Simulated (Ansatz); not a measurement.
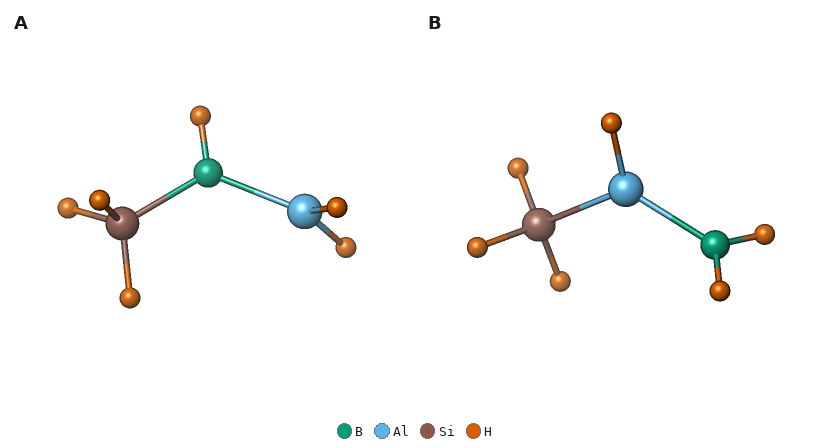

2 stationary structures of one formula. Geometries: PBE0-D4/def2-TZVP. Electronic energies: RHF-CCSD(T) (frozen core)/def2-TZVPP (Ansatz 0.2.0), without zero-point energy. No frequency run is at hand to confirm each as a minimum. Each is one conformer, not always the lowest.

Which structure is the most stable?

B is lowest; A lies 16.0 kJ/mol above it.
